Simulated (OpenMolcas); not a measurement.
# One shape, several levels: CH5FOSn (SMILES [CH3][SnH]([OH])[F])

We compute a comparison of 4 runs (HF/STO-3G, HF/def2-SVP, PBE/def2-SVP, revPBE/def2-SVP) of CH5FOSn. 

The results are computed with OpenMolcas 26.06.

## 1. The structure to begin with

CH5FOSn has 9 atoms, charge 0, and is taken as a singlet. SMILES: `[CH3][SnH]([OH])[F]`. The Sn2–F4 distance was set to 2.507 Å, away from the relaxed value.

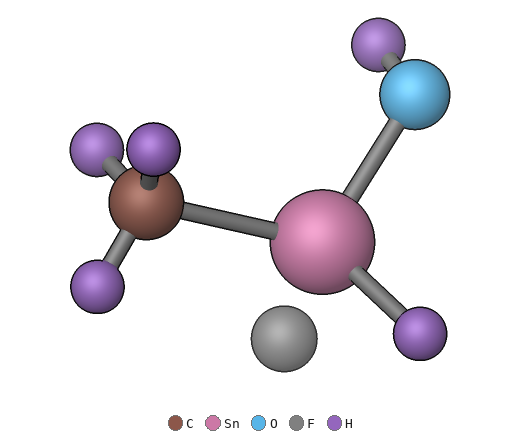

The structure, seen from a chosen angle (carbon brown, tin pink, oxygen blue, fluorine grey, hydrogen purple).

## 2. The energy at HF/STO-3G (run 1)

Input file test.input:

```
&gateway
 baslib = $CurrDir
 coord
 9
 angstrom
 C       -0.245395       1.572492       0.338083
 Sn      -0.168595      -0.505808       0.748283
 O        1.630005      -1.094808       1.235683
 F       -0.613200      -1.596000      -1.464600
 H       -1.259095       1.854992       0.054883
 H        0.059005       2.136992       1.219183
 H        0.432405       1.790692      -0.486917
 H       -1.206095      -1.225408       1.882483
 H        2.280305      -0.966808       0.541283
 basis = STO-3G
 group = NoSym

&seward

&scf
 thresholds = 1e-10 1e-07 1e-07 1e-05
 prorbitals = 1 2
```

The basis set STO-3G is read from a file made from the Basis Set Exchange's data (not shown).

On the command line:

```
export MOLCAS_MEM=1860
pymolcas test.input > test.log
```

The log of the run:

```text
--- Start Module: gateway ---
[...]
--- Stop Module: gateway /rc=_RC_ALL_IS_WELL_ ---
--- Start Module: seward ---
[...]
      Basis functions           47
--- Stop Module: seward /rc=_RC_ALL_IS_WELL_ ---
[...]
--- Start Module: scf ---
[...]
       Convergence after  15 Iterations
[...]
::    Total SCF energy                              -6175.4092307760
[...]
      Total spin, S                                     0.0000000000
[...]
      Total electronic charge=   78.000000
      Total            charge=   -0.000000
[...]
      Dipole Moment (debye):
      Origin of the operator (angstrom)=   -0.0490   -0.5001    0.5174
                   X= -2.4258E-01               Y=  1.8210E+00               Z=  9.1455E-01           Total=  2.0522E+00
      Quadrupole Moment (debye*angstrom):
[...]
--- Stop Module: scf /rc=_RC_ALL_IS_WELL_ ---
[...]
```

Wall time 2.8 s (1 thread of AMD EPYC 7R43 (Zen 3), shared host); peak memory 0.38 GiB.

## 3. The energy at HF/def2-SVP (core potential) (run 2)

Input file job.input:

```
&gateway
 baslib = $CurrDir
 coord
 9
 angstrom
 C       -0.245395       1.572492       0.338083
 Sn      -0.168595      -0.505808       0.748283
 O        1.630005      -1.094808       1.235683
 F       -0.613200      -1.596000      -1.464600
 H       -1.259095       1.854992       0.054883
 H        0.059005       2.136992       1.219183
 H        0.432405       1.790692      -0.486917
 H       -1.206095      -1.225408       1.882483
 H        2.280305      -0.966808       0.541283
 basis = def2-SVP
 group = NoSym

&seward

&scf
 thresholds = 1e-10 1e-07 1e-07 1e-05
 prorbitals = 1
```

The basis set def2-SVP is read from a file made from the Basis Set Exchange's data (not shown).

On the command line:

```
export MOLCAS_MEM=1860
pymolcas job.input > job.log
```

The log of the run:

```text
--- Start Module: gateway ---
[...]
--- Stop Module: gateway /rc=_RC_ALL_IS_WELL_ ---
--- Start Module: seward ---
[...]
      Basis functions           93
--- Stop Module: seward /rc=_RC_ALL_IS_WELL_ ---
[...]
--- Start Module: scf ---
[...]
       Convergence after  15 Iterations
[...]
::    Total SCF energy                               -428.2147150268
[...]
      Total spin, S                                     0.0000000000
[...]
      Total electronic charge=   50.000000
      Total            charge=   -0.000000
[...]
      Dipole Moment (debye):
      Origin of the operator (angstrom)=   -0.0490   -0.5001    0.5174
                   X=  2.6230E-01               Y=  4.6263E+00               Z=  3.5669E+00           Total=  5.8476E+00
      Quadrupole Moment (debye*angstrom):
[...]
--- Stop Module: scf /rc=_RC_ALL_IS_WELL_ ---
[...]
```

It took 14 s on 1 thread of AMD EPYC 7R43 (Zen 3), shared host; peak memory 0.51 GiB.

Run 3 isn't shown in full; the table further down has it.

## 4. The energy at revPBE/def2-SVP (core potential) (run 4)

Input file job.inp:

```
* CH5FOSn Kohn-Sham DFT
&gateway
baslib = $CurrDir
basisset
C.def2-SVP....
C1 -0.245395 1.572492 0.338083 angstrom
End of Basis
basisset
Sn.def2-SVP....
Sn2 -0.168595 -0.505808 0.748283 angstrom
End of Basis
basisset
O.def2-SVP....
O3 1.630005 -1.094808 1.235683 angstrom
End of Basis
basisset
F.def2-SVP....
F4 -0.613200 -1.596000 -1.464600 angstrom
End of Basis
basisset
H.def2-SVP....
H5 -1.259095 1.854992 0.054883 angstrom
H6 0.059005 2.136992 1.219183 angstrom
H7 0.432405 1.790692 -0.486917 angstrom
H8 -1.206095 -1.225408 1.882483 angstrom
H9 2.280305 -0.966808 0.541283 angstrom
End of Basis
&seward
gridinput
Grid=UltraFine
End of Grid
&scf
ksdft = revPBE
thresholds = 1e-10 1e-07 1e-07 1e-05
prorbitals = 1 2
```

The basis set def2-SVP is read from a file made from the Basis Set Exchange's data (not shown).

On the command line:

```
export MOLCAS_MEM=1860
pymolcas job.inp > job.log
```

The log of the run:

```text
--- Start Module: gateway ---
[...]
--- Stop Module: gateway /rc=_RC_ALL_IS_WELL_ ---
--- Start Module: seward ---
[...]
      Basis functions           93
--- Stop Module: seward /rc=_RC_ALL_IS_WELL_ ---
[...]
--- Start Module: scf ---
[...]
       Convergence after  30 Iterations
[...]
::    Total KS-DFT energy                            -430.2615373823
[...]
      Total spin, S                                     0.0000000000
[...]
      Total electronic charge=   50.000000
      Total            charge=   -0.000000
[...]
      Dipole Moment (debye):
      Origin of the operator (angstrom)=   -0.0490   -0.5001    0.5174
                   X=  5.0340E-01               Y=  3.7648E+00               Z=  2.5588E+00           Total=  4.5798E+00
      Quadrupole Moment (debye*angstrom):
[...]
--- Stop Module: scf /rc=_RC_ALL_IS_WELL_ ---
[...]
```

It took 54 s on 1 thread of AMD EPYC 7R43 (Zen 3), shared host; peak memory 0.51 GiB.

## 5. Overview of the runs

```tsv
run	level	integration grid	energy (Eh)	dipole moment (D)	HOMO energy (eV)	LUMO energy (eV)	wall time
1	HF/STO-3G	–	-6175.409231	2.05	-6.99	6.51	2.8 s
2	HF/def2-SVP (core potential)	–	-428.214715	5.85	-12.23	1.57	14 s
3	PBE/def2-SVP (core potential)	UltraFine	-430.046232	4.58	-5.78	-2.67	53 s
4	revPBE/def2-SVP (core potential)	UltraFine	-430.261537	4.58	-5.72	-2.58	54 s
```

## 6. Summary of results

| quantity | value |
| --- | --- |
| run 4: total energy | -430.26154 Eh |
| run 4: dipole moment | 4.58 D |
| run 4: HOMO energy | -5.72 eV |
| run 4: LUMO energy | -2.58 eV |
| run 4: HOMO–LUMO gap | 3.14 eV |

The dipole moment (its size) runs from 2.05 D (HF/STO-3G) to 5.85 D (HF/def2-SVP). The two ends differ in basis and core potential. The HOMO–LUMO gap runs from 3.11 eV (PBE/def2-SVP) to 13.80 eV (HF/def2-SVP). Exact exchange widens orbital gaps. Totals of different functionals can't be ranked against each other. Some runs of one species differ in core potentials or relativity; totals across that change don't compare. In run 1 the basis is minimal, so the values are rough. In run 1 relativity is left out where basis or elements ask for it. All runs together took 2.1 min, the longest 54 s.
